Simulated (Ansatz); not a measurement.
# AlNH3OF (SMILES [NH2][Al]([OH])[F]): RPA@PBE0/cc-pVDZ

Aim: the energy change on altering one bond length of AlNH3OF at RPA@PBE0/cc-pVDZ, from 2 runs. 

The calculation is run with Ansatz 0.2.0.

126 further runs of the same task are left out: 126 set aside as unsound or not needed.

### Step 1. Starting point

The species is AlNH3OF (7 atoms), meant as a singlet with charge 0. As SMILES, `[NH2][Al]([OH])[F]`. Geometry: relaxed at PBE0-D4/def2-TZVP. This is one conformer, not always the lowest.

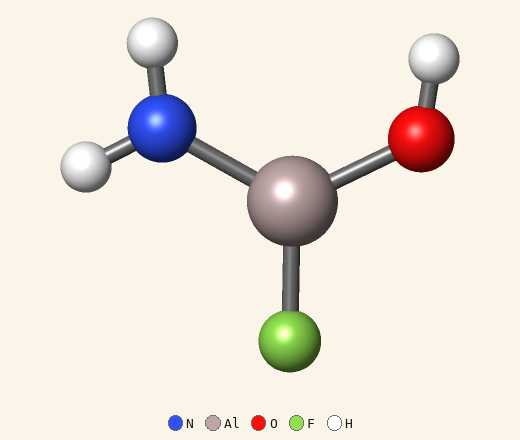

Viewed from a chosen angle; nitrogen blue, aluminium light grey, oxygen red, fluorine green, hydrogen white.

### Step 2. The energy at RPA@PBE0/cc-pVDZ

Contents of molecule.yaml:

```yaml
crystal:
  periodic: [false, false, false]
  atoms:
    - {symbol: "N", position_ang: [-0.569800, 0.926800, -0.530800]}
    - {symbol: Al, position_ang: [-0.133300, -0.630000, 0.151800]}
    - {symbol: O, position_ang: [1.368400, -1.004200, 0.819000]}
    - {symbol: F, position_ang: [-1.265600, -1.822100, 0.146500]}
    - {symbol: H, position_ang: [-1.473200, 1.130200, -0.925100]}
    - {symbol: H, position_ang: [0.029600, 1.732300, -0.586700]}
    - {symbol: H, position_ang: [2.105200, -0.401000, 0.879500]}
basis:
  gaussian:
    orbitals: cc-pVDZ
hamiltonian:
  xc: pbe0
correlation:
  method: rpa
  frozen_orbitals: {Al: 5, F: 1, H: 0, "N": 1, O: 1}
accuracy: high
```

Launch:

```bash
$ ansatz run molecule.yaml --threads 1 --pin off --max-ram 3480MiB --events-out events.jsonl --progress --plain --runs-dir runs
```

The program printed:

```text
Warning: RAYON_NUM_THREADS=1 ignored (pool sized by the plan → 1); use --threads N
Functional definition: PBE0
  name "PBE0"
  parameter a = 0.25
  parameter kappa = 0.804
  parameter beta = 0.06672455060314922
  exchange = (1 - a)*pbe_x(kappa = kappa, mu = beta*pi^2/3) + a*exact_x
  correlation = pbe_c(beta = beta)
1649 factors; integrals over basis functions are off by at most 3.7e-9 eV
mean field evaluation 1: about -12883.4844 eV, gradient 7.8e1 eV
mean field evaluation 2: about -12883.5885 eV, gradient 7.8e1 eV
mean field evaluation 4: about -12894.2896 eV, gradient 5.9e0 eV
mean field evaluation 8: about -12894.3815 eV, gradient 5.8e-1 eV
mean field evaluation 16: about -12894.3822 eV, gradient 1.8e-5 eV
mean field -12894.38218591 eV, -473.8598052060 hartree, gradient 4.5e-8 eV, S^2 0.000000; 0 other end points of the search recorded, 0 dependent functions left out
8 core orbitals not correlated: weight in the atoms' cores, before any rotation towards them, 1.000 or more for the frozen orbitals, at most 0.000 for the correlated occupied ones
reference -12859.37171210 eV, -472.5731940244 hartree; 12, 12 occupied and 55, 55 virtual orbitals, 1649 factors
Total energy: -12882.02235131 eV, -473.4055896622 hartree
```

It took 9 s on 1 thread of Arm Neoverse V1, shared host; peak memory 0.24 GiB.

### Step 3. The distorted shape at the same level

Contents of in.yaml:

```yaml
crystal:
  periodic: [false, false, false]
  atoms:
    - symbol: "N"
      position_ang: [-0.230108, 1.284432, -0.529210]
    - symbol: Al
      position_ang: [0.206392, -0.272368, 0.153390]
    - symbol: O
      position_ang: [1.708092, -0.646568, 0.820590]
    - symbol: F
      position_ang: [-1.265600, -1.822100, 0.146500]
    - symbol: H
      position_ang: [-1.133508, 1.487832, -0.923510]
    - symbol: H
      position_ang: [0.369292, 2.089932, -0.585110]
    - symbol: H
      position_ang: [2.444892, -0.043368, 0.881090]
basis:
  gaussian:
    orbitals: cc-pVDZ
hamiltonian:
  xc: pbe0
correlation:
  method: rpa
  frozen_orbitals: {Al: 5, F: 1, H: 0, "N": 1, O: 1}
accuracy: high
```

Launch:

```bash
$ ansatz run in.yaml --threads 1 --pin off --max-ram 3480MiB --events-out events.jsonl --progress --plain --runs-dir runs
```

The program printed, shortened:

```text
Warning: RAYON_NUM_THREADS=1 ignored (pool sized by the plan → 1); use --threads N
[... 2 set-up lines as earlier in the session ...]
[...]
1631 factors; integrals over basis functions are off by at most 6.4e-9 eV
[...]
mean field -12892.88277127 eV, -473.8047027345 hartree, gradient 4.1e-8 eV, S^2 0.000000; 0 other end points of the search recorded, 0 dependent functions left out
8 core orbitals not correlated: weight in the atoms' cores, before any rotation towards them, 1.000 or more for the frozen orbitals, at most 0.000 for the correlated occupied ones
reference -12857.57985512 eV, -472.5073444950 hartree; 12, 12 occupied and 55, 55 virtual orbitals, 1631 factors
Total energy: -12880.58335366 eV, -473.3527074739 hartree
```

Wall time 9.3 s (1 thread of Arm Neoverse V1, shared host); peak memory 0.23 GiB.

### Step 4. Results

Level: RPA@PBE0/cc-pVDZ, 8 core orbitals frozen.

| quantity | value |
| --- | --- |
| first shape: total energy | -473.40559 Eh |
| first shape: RPA correlation energy (valence) | -832.4 mEh |
| distorted shape: total energy | -473.35271 Eh |
| distorted shape: RPA correlation energy (valence) | -845.4 mEh |
| energy change with the Al2–F4 bond stretched from 1.644 to 2.137 Å | 1.439 eV |

In words: With the Al2–F4 bond stretched from 1.644 to 2.137 Å the energy rises by 1.44 eV (33 kcal/mol). The first shape isn't relaxed at this level, so the change isn't measured from a minimum.
